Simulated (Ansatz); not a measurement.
## Electronic structure of AlFH₄OSi in real space

```tsv
atom	x (Å)	y (Å)	z (Å)
Al	0.5578	0.0983	-0.2835
O	0.1432	-0.2213	1.3061
Si	-0.3480	-0.5247	2.8389
H	-1.3797	-1.5863	2.8444
H	0.7995	-0.9723	3.6605
H	-0.9158	0.7019	3.4428
H	2.0295	0.1144	-0.7886
F	-0.6553	0.4093	-1.3564
```

Level of theory: Ansatz 0.2.0, RHF/def2-SVP.

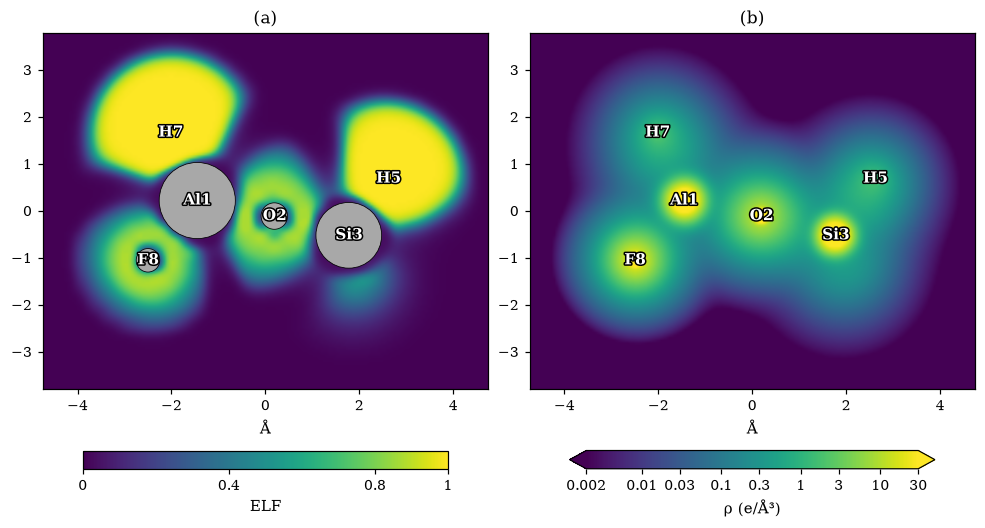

Figure 1. (a) electron localisation function; (b) total electron density on the plane of atoms O2, Al1 and H7. Grey discs cover the atomic cores in the ELF map.

Q: Read the bonding off the picture.

A: Atoms in the plane: Al, O, Si, H and F.
Si–O (1.64 Å): ρ at the midpoint is about 1.1 e/Å³; the ELF peaks at about 0.90 between the atoms; a polar covalent bond.
Al–F (1.65 Å): ρ at the midpoint is about 0.82 e/Å³; the ELF peaks at about 0.85 in the valence shell of F, 0.6 Å from its nucleus, and is about 0.25 at the midpoint.
Al–O (1.67 Å): ρ at the midpoint is about 0.85 e/Å³; the ELF peaks at about 0.85 in the valence shell of O, 0.6 Å from its nucleus, and is about 0.40 at the midpoint.
Si–H (1.48 Å): the density is about 0.79 e/Å³ at the midpoint; the ELF climbs to about 1 towards the hydrogen, as it does in any bond to H.
Al–H (1.56 Å): ρ at the midpoint is about 0.57 e/Å³; the ELF climbs to about 1 towards the hydrogen.
The ELF also peaks beside F8 and O2, away from the bonds: lone-pair regions.

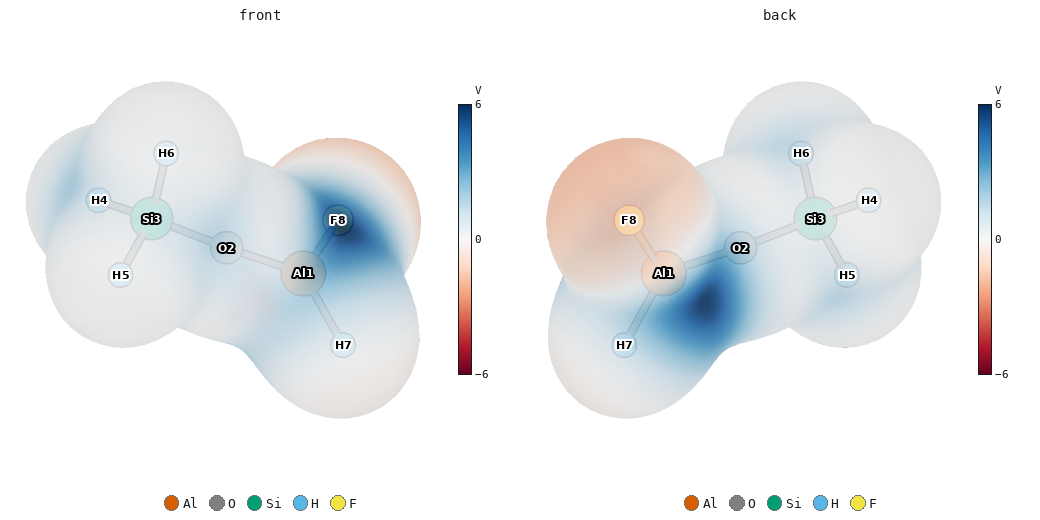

Figure 2. The electrostatic potential painted on the density surface at 0.002 e/bohr³, seen from the front and from behind; the colour scale runs from red (negative) to blue (positive).

Q: Where is the surface potential most negative and most positive?

A: The most negative region (about −1.7 V, or −39 kcal/mol for a unit charge) lies over F8, the most positive (about +5.7 V, or +131 kcal/mol for a unit charge) over Al1.

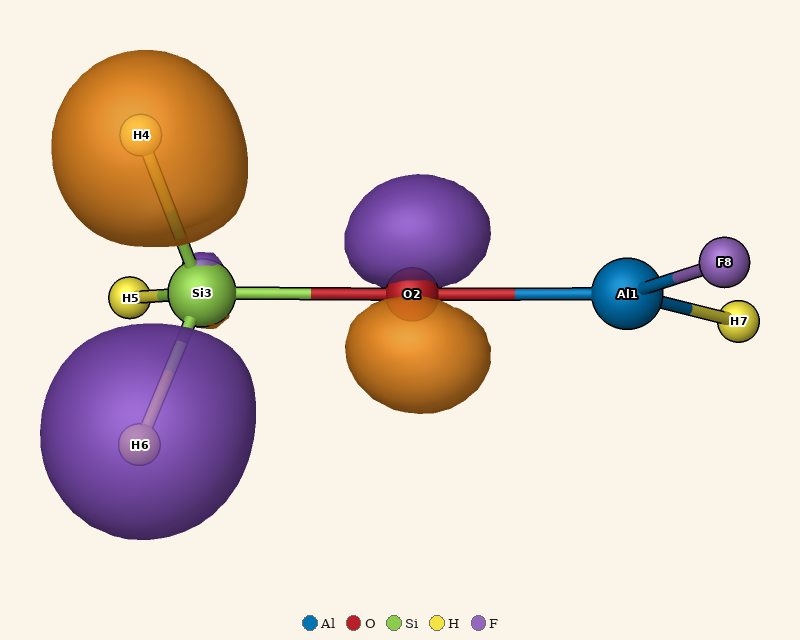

Figure 3. The HOMO−1 at ±0.2 Å⁻³ᐟ² (orange and purple are the two phases), seen from one side.

Q: Where does this orbital lie, and at what energy?

A: By Hirshfeld shares it lies mainly on Si3 (about 30 %), H6 (about 25 %), O2 (about 20 %) and H4 (about 20 %). Its energy is −12.54 eV.
